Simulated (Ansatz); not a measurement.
Starting cell, Rh (fcc, Cu type):

```yaml
crystal:
  lattice:
    - [0.00000, 3.83026, 3.83026]
    - [1.91513, 1.91513, 3.83026]
    - [1.91513, 1.91513, 0.00000]
  atoms:
    - { symbol: Rh, position: [0.00000, 0.00000, 0.00000] }
    - { symbol: Rh, position: [0.50000, 0.00000, 0.00000] }
```

The atoms are displaced by Q × the pattern below (from a DFPT mode at X = (0.5, 0.5, 0.0), largest move 1; Q in Å), at fixed cell. (q is in reciprocal vectors of the primitive cell; the cell shown is doubled to hold the pattern.)

```json
[
 {"atom": "Rh1", "x": "0.000", "y": "0.000", "z": "-1.000"},
 {"atom": "Rh2", "x": "0.000", "y": "0.000", "z": "1.000"}
]
```

All values below come from PBE (plane waves to 420 eV, PAW, scalar-relativistic; Ansatz, a quantum-chemistry and plane-wave program). k mesh 21×21×21 (Γ-centred), Fermi-Dirac smearing 0.05 eV. Energies are smeared free energies. With partly filled bands, energies and forces of such displacements shift with the k mesh and the smearing. Rh is run without spin polarisation. Rh was relaxed with its symmetry unable to fall. The PAW data are Ansatz's earlier set. ΔE is measured from the undisplaced structure.

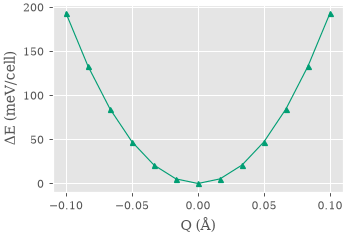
Figure. ΔE (meV/cell) against Q (Å); computed points joined by lines.

What is the energy change at Q = 0.100 Å?

About 190 meV/cell.

What harmonic wavenumber does the curvature at Q = 0 give?

About 220 cm⁻¹.

(A displaced cell: forces are minus the slopes of the energy, force constants its curvatures, and phonons follow from these.)
